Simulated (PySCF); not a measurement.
```yaml
atoms:
  - { symbol: W, position_ang: [-0.0462, 0.0947, -0.0511] }
  - { symbol: O, position_ang: [1.0524, 1.1701, 0.6783] }
  - { symbol: F, position_ang: [-1.2526, -1.1575, 0.6737] }
  - { symbol: F, position_ang: [1.0882, -1.1689, -0.7959] }
  - { symbol: F, position_ang: [-1.3519, 1.2524, -0.6797] }
```

Core potentials replace the inner electrons of W.

Level of theory: PySCF 2.14.0, UKS r2SCAN, W def2-SVP with ECP60, O def2-SVP, F def2-SVP; non-relativistic Hamiltonian with scalar-relativistic core potentials where named; density fitting.

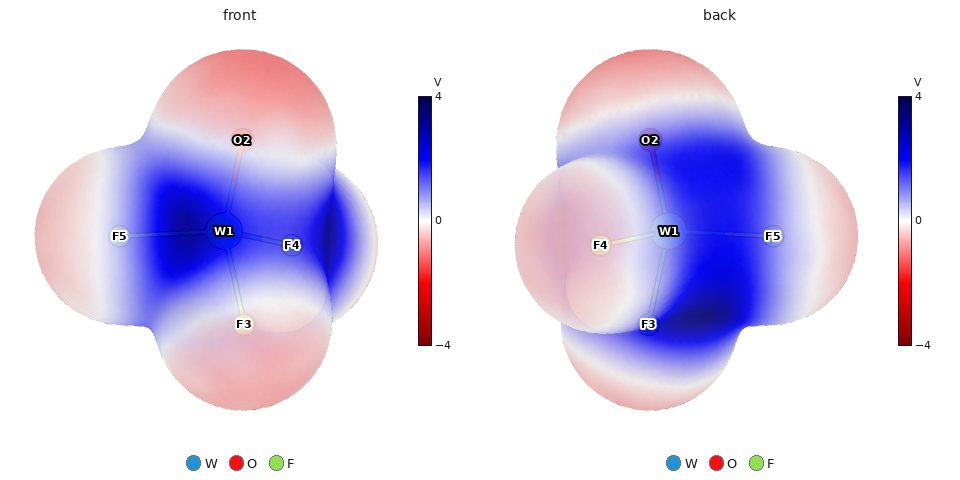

F3OW (doublet). The electrostatic potential painted on the density surface at 0.002 e/bohr³, seen from the front and from behind; red is negative and blue positive.

> Describe the electrostatic potential map.

The most negative region (about −0.9 V) lies over O2, the most positive (about +3.4 V) over W1.

> How polar is the molecule by this calculation?

Its dipole moment is 0.69 D.
